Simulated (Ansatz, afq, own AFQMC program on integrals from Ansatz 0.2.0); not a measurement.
# CHAl (triplet): quantum Monte Carlo beside coupled cluster at distance Al1–C2 = 2.340 Å, 6-31G, part 2 of 2

Ansatz 0.2.0, Gaussian basis, and an in-house AFQMC program (afq) on its integrals; all values are calculated; 6-31G, frozen cores.

### Step 14. Phaseless AFQMC, CISD trial on UHF

It reads the integrals that the CCSD(T) run on this determinant wrote.

Run with:

```console
afq ham --method phaseless --trial cisd --walkers 4000 --populations 20 --least-time 60 --time-step 0.005 --steps-per-block 50 --equilibration-blocks 28 --max-blocks 4000 --target-error 0.00017 --factor-cut 1e-05 --start spin_pure --seed 5571 --release-times 0.24,0.51,0.99,1.62,2.4 --release-step 0.03 --release-every 3 --taylor-order 6
```

What it wrote:

```text
orbitals 18  electrons 5 3  factors 101 of 297
reference energy -280.11955512 Eh
CCSD correlation -0.10501530 Eh in 18 cycles, weight of the determinant in the CISD state 0.7749
energy of the start -280.220482 Eh
 block  time / (1/Eh)  mean weight  energy / Eh
     1     0.250  1.0000  -280.221646
     2     0.500  1.0000  -280.222997
     3     0.750  0.9999  -280.224402
     4     1.000  1.0000  -280.225483
     5     1.250  1.0000  -280.226322
     6     1.500  0.9999  -280.226592
     7     1.750  1.0000  -280.227366
     8     2.000  1.0001  -280.228056
     9     2.250  1.0000  -280.228569
    10     2.500  1.0001  -280.229132
    11     2.750  0.9999  -280.229064
    12     3.000  0.9999  -280.229615
    13     3.250  1.0000  -280.230069
    14     3.500  1.0001  -280.230737
    15     3.750  1.0001  -280.230305
    16     4.000  1.0000  -280.230482
    17     4.250  1.0000  -280.230356
    18     4.500  0.9999  -280.230332
    19     4.750  0.9998  -280.230058
    20     5.000  0.9998  -280.230430
    21     5.250  0.9997  -280.231156
    22     5.500  0.9999  -280.231192
    23     5.750  1.0000  -280.231535
    24     6.000  1.0000  -280.230606
    25     6.250  1.0000  -280.230395
    26     6.500  1.0000  -280.230815
    27     6.750  1.0000  -280.230226
    28     7.000  1.0001  -280.230040
    29     7.250  0.9999  -280.229753
    30     7.500  1.0000  -280.229853
    31     7.750  1.0002  -280.230333
    32     8.000  1.0000  -280.230260
    33     8.250  1.0000  -280.230624
    34     8.500  1.0000  -280.231012
    35     8.750  1.0000  -280.230985
    36     9.000  1.0000  -280.230560
    37     9.250  1.0001  -280.230385
    38     9.500  1.0001  -280.230653
    39     9.750  1.0001  -280.230410
    40    10.000  1.0002  -280.230397
    41    10.250  1.0000  -280.230841
    42    10.500  1.0003  -280.230914
    43    10.750  0.9998  -280.230825
    44    11.000  1.0000  -280.230513
    45    11.250  0.9998  -280.230232
    46    11.500  0.9999  -280.231035
    47    11.750  0.9999  -280.231398
    48    12.000  1.0000  -280.230867
    49    12.250  1.0000  -280.230925
    50    12.500  1.0001  -280.231111
    51    12.750  1.0000  -280.231268
    52    13.000  1.0001  -280.230753
    53    13.250  1.0000  -280.232104
    54    13.500  1.0001  -280.230857
    55    13.750  1.0002  -280.231537
    56    14.000  1.0001  -280.230933
    57    14.250  1.0001  -280.231416
    58    14.500  1.0001  -280.231217
    59    14.750  0.9999  -280.230341
    60    15.000  1.0000  -280.230457
    61    15.250  1.0000  -280.230267
    62    15.500  0.9999  -280.230835
    63    15.750  0.9998  -280.231716
    64    16.000  1.0000  -280.232050
    65    16.250  0.9998  -280.231490
    66    16.500  1.0002  -280.231368
    67    16.750  1.0001  -280.231154
    68    17.000  1.0001  -280.231423
    69    17.250  1.0000  -280.231230
    70    17.500  1.0000  -280.230745
    71    17.750  0.9999  -280.231654
    72    18.000  0.9999  -280.230535
    73    18.250  1.0001  -280.231014
    74    18.500  0.9999  -280.232002
    75    18.750  0.9996  -280.232358
    76    19.000  0.9998  -280.231326
    77    19.250  1.0004  -280.229191
    78    19.500  1.0003  -280.229178
error from the spread of 20 populations
released: time / (1/Eh)  energy / Eh  error  mean overlap
  0.24  -280.230958  0.000154  1.0026
  0.51  -280.231356  0.000149  1.0030
  0.99  -280.231611  0.000168  1.0029
  1.62  -280.231928  0.000121  1.0083
  2.40  -280.232286  0.000165  1.0083
energy -280.230886 +/- 0.000145 Eh
```

Run time: 19 s. Hardware: 1 × NVIDIA H100 80GB HBM3 with 2 threads of AMD EPYC 7R13 (Zen 3), shared host; peak host memory 1.5 GiB.

Energy -7625.4709 ± 0.0039 eV. Caveats: constraint bias not in the error.

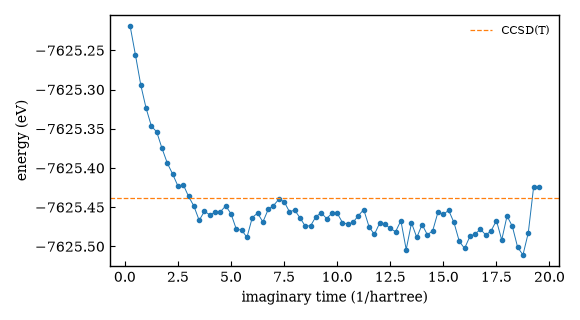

Block energies along the walk.

### Step 15. Free-projection AFQMC, CISD trial on UHF (settings varied)

It reads the integrals that the CCSD(T) run on this determinant wrote.

Run with:

```console
afq ham --method free --trial cisd --walkers 50 --time-step 0.01 --max-blocks 60 --target-error 0.00068 --factor-cut 1e-05 --seed 8887 --times 0.0,0.2,0.4,0.8,1.2 --taylor-order 8
```

What it wrote:

```text
orbitals 18  electrons 5 3  factors 101 of 297
reference energy -280.11955512 Eh
CCSD correlation -0.10501530 Eh in 18 cycles, weight of the determinant in the CISD state 0.7749
repeat  energy at the last time / Eh  error
    10  -280.230326  0.000992
    20  -280.229617  0.000760
    30  -280.229825  0.000553
time / (1/Eh)  energy / Eh  error  mean overlap
  0.00  -280.224430  0.000257  1.2897
  0.20  -280.226244  0.000348  1.2939
  0.40  -280.227626  0.000358  1.2972
  0.80  -280.229341  0.000474  1.2980
  1.20  -280.229830  0.000536  1.3307
energy -280.229830 +/- 0.000536 Eh
```

Wall time 6.3 s (1 × NVIDIA H100 80GB HBM3 with 2 threads of AMD EPYC 7R13 (Zen 3), shared host); peak host memory 1.5 GiB.

Energy -7625.4421 ± 0.0146 eV. Caveats: remainder of the start not in the error; start is not spin pure.

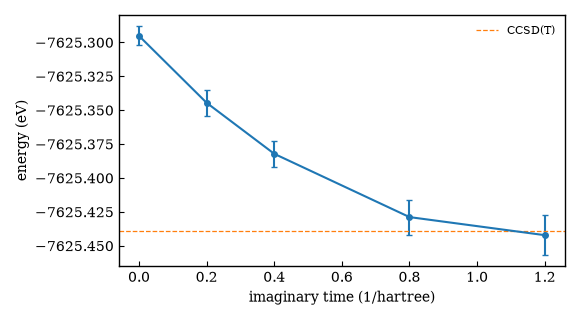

Energy against projection time, with error bars.

### Step 16. CCSD(T) on ROHF

in.yaml reads:

```yaml
crystal:
  periodic: [false, false, false]
  atoms:
    - {symbol: Al, position_ang: [0.000000, 0.000000, 0.246367]}
    - {symbol: C, position_ang: [0.000000, 0.000000, -2.093633]}
    - {symbol: H, position_ang: [0.000000, 0.000000, 1.847267]}
basis:
  gaussian: {orbitals: 6-31G}
magnetization: {spin_polarized: false, initial_magnetization: 2}
correlation: {method: ccsd_t, electrons: outside_noble_gas, hamiltonian_folder: ham}
```

Run with:

```console
ansatz run in.yaml --threads 1 --pin off --events-out ev --progress --plain --max-ram 16896MiB --backend cuda --devices 0, --max-vram 18GiB
```

What it wrote (excerpt; [...] marks lines left out):

```text
Functional definition: HF
  name "HF"
  cite "Fock, Z. Phys. 61, 126 (1930) doi:10.1007/BF01340294"
  parent pbe
[...]
297 factors; integrals over basis functions are off by at most 1.4e-4 eV
[...]
mean field -7622.26894639 eV, -280.1132172204 hartree, gradient 5.8e-6 eV, S^2 2.000000; 11 other end points of the search recorded, 0 dependent functions left out
[...]
reference -7622.26894639 eV, -280.1132172204 hartree; 5, 3 occupied and 13, 15 virtual orbitals, 297 factors
second order -2.01849671 eV of doubles, -0.03265578 eV of singles
cycle   1  -3.02935080 eV  change    8.1e-4 eV  update   4.7e-3
[...]
cycle  11  -3.03443397 eV  change   -5.6e-6 eV  update   4.3e-6
perturbative correction -0.14270688 eV, -0.0052443811 hartree
Total energy: -7625.44608725 eV, -280.2299749933 hartree
```

Wall time 4.8 s (1 × NVIDIA H100 80GB HBM3 with 1 thread of AMD EPYC 7R13 (Zen 3), shared host); peak host memory 1.5 GiB.

From the report: correlation -3.1771 eV; T1 0.081; largest double amplitude 0.12.

This run also writes the integrals to the folder ham.

### Step 17. Full CI

in.yaml reads:

```yaml
hamiltonian:
  integrals:
    folder: ../ham
correlation: {method: fci}
```

The command is unchanged.

What it wrote:

```text
Functional definition: HF
  name "HF"
  cite "Fock, Z. Phys. 61, 126 (1930) doi:10.1007/BF01340294"
  parent pbe
  exchange = exact_x
  correlation = 0
reference -7622.26894639 eV, -280.1132172204 hartree; 5, 3 occupied and 13, 15 virtual orbitals, 297 factors
state -7625.52504993 eV, -280.2328768183 hartree
Total energy: -7625.52504993 eV, -280.2328768183 hartree
```

Wall time 3.7 s (1 × NVIDIA H100 80GB HBM3 with 1 thread of AMD EPYC 7R13 (Zen 3), shared host); peak host memory 1.5 GiB.

From the report: 1,754,368 determinants.

### Step 18. CCSDT(Q) on ROHF

in.yaml reads:

```yaml
crystal:
  periodic: [false, false, false]
  atoms:
    - {symbol: Al, position_ang: [0.000000, 0.000000, 0.246367]}
    - {symbol: C, position_ang: [0.000000, 0.000000, -2.093633]}
    - {symbol: H, position_ang: [0.000000, 0.000000, 1.847267]}
basis:
  gaussian: {orbitals: 6-31G}
magnetization: {spin_polarized: false, initial_magnetization: 2}
correlation: {method: ccsdt_q, electrons: outside_noble_gas}
```

Same command.

What it wrote (excerpt; [...] marks lines left out):

```text
Functional definition: HF
  name "HF"
  cite "Fock, Z. Phys. 61, 126 (1930) doi:10.1007/BF01340294"
  parent pbe
[...]
499 factors; integrals over basis functions are off by at most 1.2e-7 eV
[...]
mean field -7622.26900218 eV, -280.1132192707 hartree, gradient 6.2e-6 eV, S^2 2.000000; 11 other end points of the search recorded, 0 dependent functions left out
[...]
reference -7622.26900218 eV, -280.1132192707 hartree; 5, 3 occupied and 13, 15 virtual orbitals, 499 factors
second order -2.01852083 eV of doubles, -0.03265521 eV of singles
cycle   1  -2.50584182 eV  change   -4.5e-1 eV  update   1.0e-1
[...]
cycle  24  -3.24475037 eV  change    1.7e-7 eV  update   4.9e-7
perturbative correction -0.01549869 eV, -0.0005695662 hartree
Total energy: -7625.52925124 eV, -280.2330312137 hartree
```

Wall time 6.5 s (1 × NVIDIA H100 80GB HBM3 with 1 thread of AMD EPYC 7R13 (Zen 3), shared host); peak host memory 1.5 GiB.

From the report: correlation -3.2602 eV; T1 0.085; largest double amplitude 0.14.

### Step 19. CCSDTQ on ROHF

Changes to in.yaml since step 18:

```diff
@@ -9,2 +9,2 @@
 magnetization: {spin_polarized: false, initial_magnetization: 2}
-correlation: {method: ccsdt_q, electrons: outside_noble_gas}
+correlation: {method: ccsdtq, electrons: outside_noble_gas}
```

Launched as before.

What it wrote (excerpt; [...] marks lines left out):

```text
Functional definition: HF
  name "HF"
  cite "Fock, Z. Phys. 61, 126 (1930) doi:10.1007/BF01340294"
  parent pbe
[...]
499 factors; integrals over basis functions are off by at most 1.2e-7 eV
[...]
mean field -7622.26900218 eV, -280.1132192707 hartree, gradient 6.2e-6 eV, S^2 2.000000; 11 other end points of the search recorded, 0 dependent functions left out
[...]
6 core orbitals not correlated: weight in the atoms' cores, before any rotation towards them, 1.000 or more for the frozen orbitals, at most 0.000 for the correlated occupied ones
reference -7622.26900218 eV, -280.1132192707 hartree; 5, 3 occupied and 13, 15 virtual orbitals, 499 factors
second order -2.01852083 eV of doubles, -0.03265521 eV of singles
cycle   1  -2.50584291 eV  change   -4.5e-1 eV  update   1.0e-1
[...]
cycle  29  -3.25549003 eV  change    8.1e-7 eV  update   6.4e-7
Total energy: -7625.52449222 eV, -280.2328563228 hartree
```

It took 18 s on 1 × NVIDIA H100 80GB HBM3 with 1 thread of AMD EPYC 7R13 (Zen 3), shared host; peak host memory 1.5 GiB.

From the report: correlation -3.2555 eV; T1 0.085; largest double amplitude 0.14.

### Step 20. Phaseless AFQMC, CISD trial on ROHF

It reads the integrals that the CCSD(T) run on this determinant wrote.

Run with:

```console
afq ham --method phaseless --trial cisd --walkers 4000 --populations 20 --least-time 60 --time-step 0.005 --steps-per-block 50 --equilibration-blocks 28 --max-blocks 4000 --target-error 0.00017 --factor-cut 1e-05 --start spin_pure --seed 5571 --release-times 0.24,0.51,0.99,1.62,2.4 --release-step 0.03 --release-every 3 --taylor-order 6
```

What it wrote:

```text
orbitals 18  electrons 5 3  factors 101 of 297
reference energy -280.11321722 Eh
CCSD correlation -0.11151363 Eh in 16 cycles, weight of the determinant in the CISD state 0.7927
energy of the start -280.224731 Eh
 block  time / (1/Eh)  mean weight  energy / Eh
     1     0.250  0.9999  -280.224234
     2     0.500  0.9999  -280.224586
     3     0.750  0.9999  -280.225335
     4     1.000  0.9999  -280.226048
     5     1.250  0.9999  -280.226611
     6     1.500  0.9999  -280.226872
     7     1.750  1.0000  -280.227458
     8     2.000  1.0001  -280.228067
     9     2.250  0.9999  -280.228790
    10     2.500  1.0001  -280.229445
    11     2.750  1.0000  -280.229286
    13     3.250  1.0000  -280.229804
    15     3.750  1.0001  -280.229873
    17     4.250  1.0000  -280.229883
    19     4.750  0.9998  -280.230011
    21     5.250  0.9998  -280.230847
    23     5.750  0.9998  -280.230669
    25     6.250  1.0000  -280.229957
    27     6.750  1.0000  -280.230053
    29     7.250  1.0000  -280.229965
    31     7.750  1.0002  -280.230692
    33     8.250  1.0000  -280.230719
    35     8.750  0.9999  -280.230985
    37     9.250  1.0001  -280.231014
    39     9.750  1.0001  -280.230856
    41    10.250  1.0001  -280.230778
    43    10.750  1.0000  -280.230666
    45    11.250  0.9996  -280.230820
    47    11.750  0.9998  -280.231049
    49    12.250  0.9999  -280.230835
    51    12.750  1.0000  -280.231054
    53    13.250  1.0000  -280.231777
    55    13.750  1.0000  -280.229961
    57    14.250  1.0000  -280.231071
    59    14.750  1.0000  -280.229856
    61    15.250  1.0000  -280.229875
    63    15.750  1.0000  -280.230081
    65    16.250  1.0000  -280.230818
    67    16.750  1.0000  -280.230728
    69    17.250  0.9996  -280.230882
    71    17.750  0.9999  -280.231654
    73    18.250  1.0001  -280.232883
    75    18.750  1.0001  -280.231973
    77    19.250  1.0001  -280.231591
    79    19.750  1.0000  -280.231396
    81    20.250  0.9994  -280.231146
    83    20.750  1.0000  -280.231346
    85    21.250  1.0001  -280.232042
    87    21.750  1.0001  -280.230377
    89    22.250  1.0003  -280.230316
    91    22.750  1.0004  -280.230321
    93    23.250  1.0002  -280.230247
    95    23.750  1.0003  -280.230320
    97    24.250  1.0002  -280.229438
    99    24.750  1.0001  -280.229344
   101    25.250  1.0001  -280.230193
   103    25.750  1.0001  -280.230858
   105    26.250  1.0002  -280.230894
   107    26.750  0.9996  -280.230716
error from the spread of 20 populations
released: time / (1/Eh)  energy / Eh  error  mean overlap
  0.24  -280.231107  0.000184  1.0006
  0.51  -280.231099  0.000328  1.0012
  0.99  -280.222836  0.008684  1.0012
  1.62  -280.231942  0.000195  1.0055
  2.40  -280.232235  0.000121  1.0062
energy -280.230824 +/- 0.000157 Eh
```

Run time: 27 s. Hardware: 1 × NVIDIA H100 80GB HBM3 with 2 threads of AMD EPYC 7R13 (Zen 3), shared host; peak host memory 1.5 GiB.

Energy -7625.4692 ± 0.0043 eV. Caveats: constraint bias not in the error.

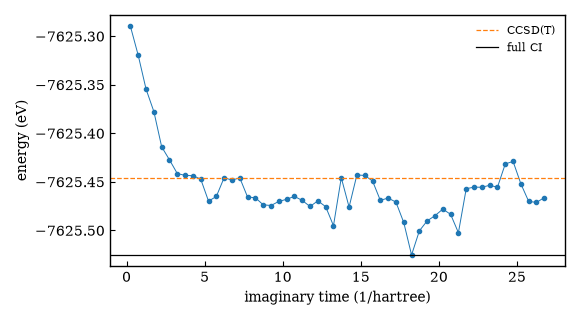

Block energies along the walk.

### Step 21. Free-projection AFQMC, CISD trial on ROHF (settings varied)

It reads the integrals that the CCSD(T) run on this determinant wrote.

Run with:

```console
afq ham --method free --trial cisd --walkers 50 --time-step 0.01 --max-blocks 60 --target-error 0.00068 --factor-cut 1e-05 --seed 8887 --times 0.0,0.2,0.4,0.8,1.2 --taylor-order 8
```

What it wrote:

```text
orbitals 18  electrons 5 3  factors 101 of 297
reference energy -280.11321722 Eh
CCSD correlation -0.11151363 Eh in 16 cycles, weight of the determinant in the CISD state 0.7927
repeat  energy at the last time / Eh  error
    10  -280.229780  0.000482
    20  -280.229934  0.000325
    30  -280.230118  0.000291
time / (1/Eh)  energy / Eh  error  mean overlap
  0.00  -280.224552  0.000285  1.2599
  0.20  -280.225989  0.000322  1.2729
  0.40  -280.227409  0.000335  1.2771
  0.80  -280.229428  0.000332  1.2609
  1.20  -280.230065  0.000287  1.2771
energy -280.230065 +/- 0.000287 Eh
```

It took 6.5 s on 1 × NVIDIA H100 80GB HBM3 with 2 threads of AMD EPYC 7R13 (Zen 3), shared host; peak host memory 1.5 GiB.

Energy -7625.4485 ± 0.0078 eV. Caveats: remainder of the start not in the error.

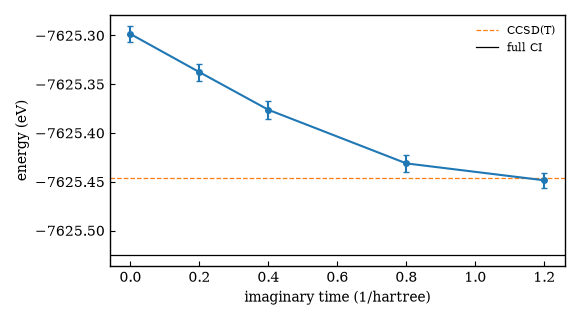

Energy against projection time, with error bars.

### Step 22. AFQMC on the ladder

The full CI on restricted orbitals is not used as the yardstick for these unrestricted rows.

On the UHF determinant, counted from CCSDTQ (a yardstick, not exact):

```tsv
level	energy (eV)	from CCSDTQ (meV)	statistical error (meV)	time
HF	-7622.4414	+3083.3		
MP2	-7624.2910	+1233.8		
CCSD	-7625.2990	+225.7		
CCSD(T)	-7625.4388	+85.9		
CCSDT(Q)	-7625.5344	-9.7		
CCSDTQ	-7625.5247	0.0		
Phaseless AFQMC, CISD trial, step 0.005, 4000 walkers	-7625.4709	+53.8	3.9	19 s
Free-projection AFQMC, CISD trial, step 0.01, 50 walkers	-7625.4421	+82.6	14.6	6.3 s
```

On the ROHF determinant, counted from full CI (exact for this spin and basis):

```tsv
level	energy (eV)	from full CI (meV)	statistical error (meV)	time
HF	-7622.2689	+3256.1		
MP2	-7624.3201	+1205.0		
CCSD	-7625.3034	+221.7		
CCSD(T)	-7625.4461	+79.0		
CCSDT(Q)	-7625.5293	-4.2		
CCSDTQ	-7625.5245	+0.6		
full CI	-7625.5250	0.0		
Phaseless AFQMC, CISD trial, step 0.005, 4000 walkers	-7625.4692	+55.9	4.3	27 s
Free-projection AFQMC, CISD trial, step 0.01, 50 walkers	-7625.4485	+76.5	7.8	6.5 s
```

The functionals' totals stand on their own zeros and serve differences with other points: PBE -7637.384 eV; r2SCAN -7641.005 eV; PBE0 -7637.836 eV; B3LYP -7643.045 eV; wB97M-V -7641.339 eV; B2PLYP -7637.353 eV.

### Step 23. What came out

This closing draws on all 2 parts.

| quantity | value |
| --- | --- |
| CCSD(T) on UHF from CCSDTQ | +85.9 meV |
| Phaseless AFQMC, CISD trial on UHF from CCSDTQ | +53.8 ± 3.9 meV |
| CCSD(T) on ROHF from full CI | +79.0 meV |
| Phaseless AFQMC, CISD trial on ROHF from full CI | +55.9 ± 4.3 meV |

**Reading.** On UHF the phaseless walk with the CISD trial lies +53.8 meV from CCSDTQ, 14 times its error bar. On ROHF the phaseless walk with the CISD trial lies +55.9 meV from full CI, 13 times its error bar: mostly the bias of the constraint. Error bars are statistical and leave out the constraint, the time step and what remains of the start.
